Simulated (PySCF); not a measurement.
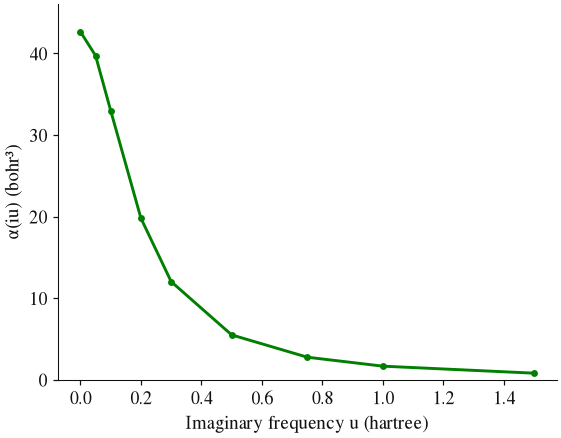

Dipole polarisability at imaginary frequency of an atom or ion with 4 electrons in the configuration [He] 2s². Coupled response at the PBE0 level; PySCF, def2-QZVPPD, non-relativistic, unrestricted single determinants, no spin-orbit coupling.

Which species is it, and what does the curve give?

Neutral beryllium. The static dipole polarisability is 42.7 bohr³ (the recommended value is 37.7); α(iu) falls to half of it near u = 0.18 hartree. The Casimir–Polder integral gives C₆ = 255 hartree bohr⁶ for two such species.
